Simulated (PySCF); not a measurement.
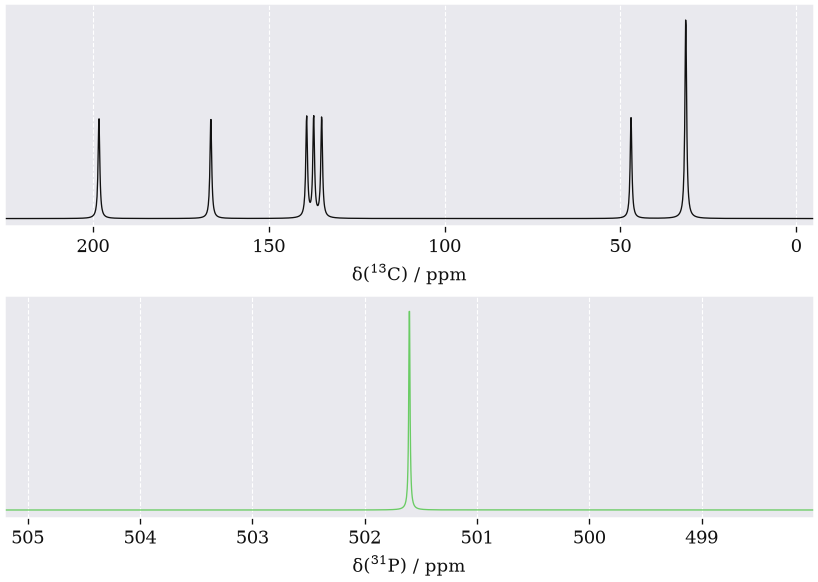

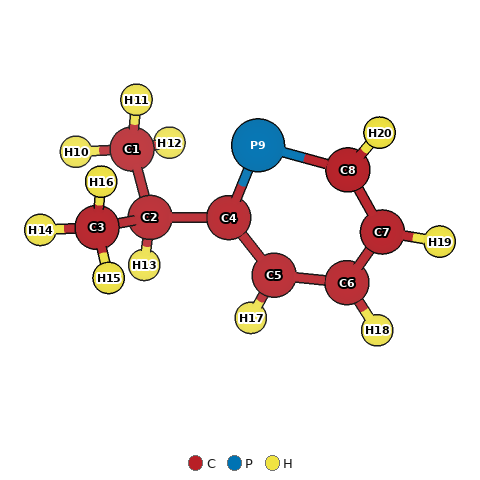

Spectrum and numbered structure of C₈H₁₁P, SMILES CC(C)c1ccccp1. GIAO shifts, B3LYP/pcSseg-1, PySCF 2.14.0, at a PBE0-D3(BJ)/def2-SVP geometry (no frequency check), against TMS for ¹³C and PH₃ for ³¹P computed at the same level (³¹P: the usual scale starts at 85 % H₃PO₄ instead). Gas phase, fully decoupled, line heights follow the number of nuclei, widths are arbitrary (no quadrupolar broadening); values of one conformer, averaged over nuclei that symmetry or rotation about single bonds exchange, these motions taken as fast; other conformers aren't averaged in.

> Which atoms give which ¹³C line?

```tsv
δ (ppm)	nuclei	atoms
198.3	1	C4
166.5	1	C8
139.2	1	C5
137.2	1	C7
134.9	1	C6
47.0	1	C2
31.4	2	C1, C3
```

> Where does the ³¹P line lie?

At 501.6 ppm (P9).
